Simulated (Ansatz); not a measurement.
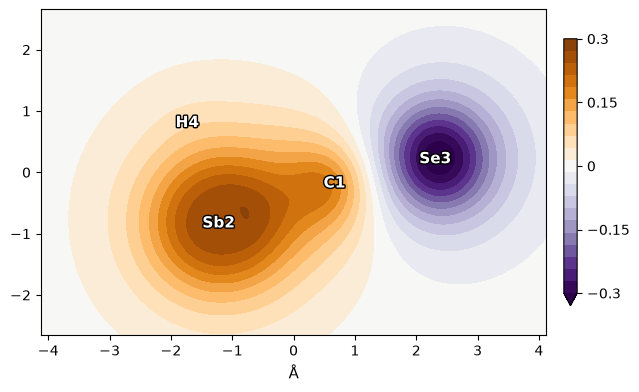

Figure. CHSbSe (SMILES [Se]=[C]=[SbH]). One frontier orbital on a plane 0.8 Å above the molecular plane (values in Å⁻³ᐟ²; the overall sign is arbitrary).

Geometry: r2SCAN-D4/def2-TZVP; core potentials replace the inner electrons of Sb.

Theory: Ansatz, isolated molecule in a Gaussian basis; Kohn-Sham density functional theory, functional PBE0.

Input file:

```
crystal:
  periodic: [false, false, false]
  atoms:
    - symbol: C
      position_ang: [-1.706140, 0.902794, 1.525174]
    - symbol: Sb
      position_ang: [-0.432114, -0.594475, 1.865467]
    - symbol: Se
      position_ang: [-2.826822, 2.092705, 1.101749]
    - symbol: H
      position_ang: [0.037635, 0.203731, 3.308817]
basis:
  gaussian:
    orbitals: def2-TZVPD
hamiltonian:
  xc: pbe0
output: {forces: true, orbitals: {seedname: orbitals}}
```

Launched as:

```sh
ansatz run input.yaml --threads 2 --pin off --max-ram 4350MiB --events-out events.jsonl --progress --plain --runs-dir runs
```

Which orbital is it: HOMO or LUMO?

The HOMO, at −5.86 eV. By Hirshfeld shares it lies mainly on Sb2 (about 55 %), Se3 (about 30 %) and C1 (about 15 %); it changes sign across the molecular plane (π type); π-antibonding (a node) across C1–Se3.
